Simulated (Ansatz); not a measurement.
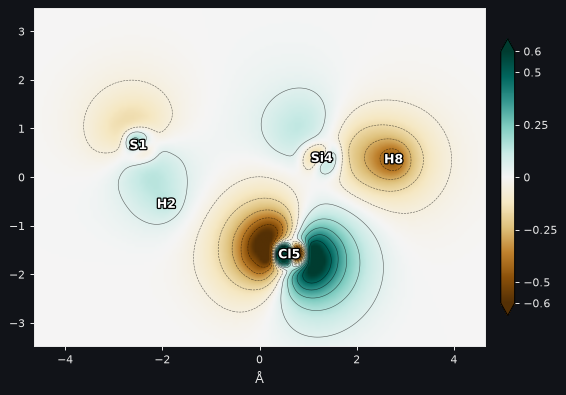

Figure 1: ClH5SSi. The HOMO−1 on the plane of atoms Cl5, Si4 and H8 (values in Å⁻³ᐟ²; the overall sign is arbitrary).

At this geometry the atoms fall into two loosely joined parts.

Method: RKS B3LYP-D4/def2-SVP in Ansatz 0.2.0.

```yaml
atoms:
  - { symbol: S, position_ang: [-0.2262, -0.8966, -2.2708] }
  - { symbol: H, position_ang: [0.8491, -0.2090, -1.8227] }
  - { symbol: H, position_ang: [-0.9093, 0.2429, -2.5251] }
  - { symbol: Si, position_ang: [-0.0512, 0.1021, 1.3710] }
  - { symbol: Cl, position_ang: [1.5655, 1.0846, 0.4795] }
  - { symbol: H, position_ang: [0.1133, -1.3616, 1.1980] }
  - { symbol: H, position_ang: [-1.3106, 0.5860, 0.7533] }
  - { symbol: H, position_ang: [-0.0306, 0.4516, 2.8168] }
```

**Describe this orbital and give its energy.**

By Hirshfeld shares it lies mainly on Cl5 (about 70 %), Si4 (about 10 %) and H8 (about 10 %); largely a lone pair of Cl5. Its energy is −8.58 eV.
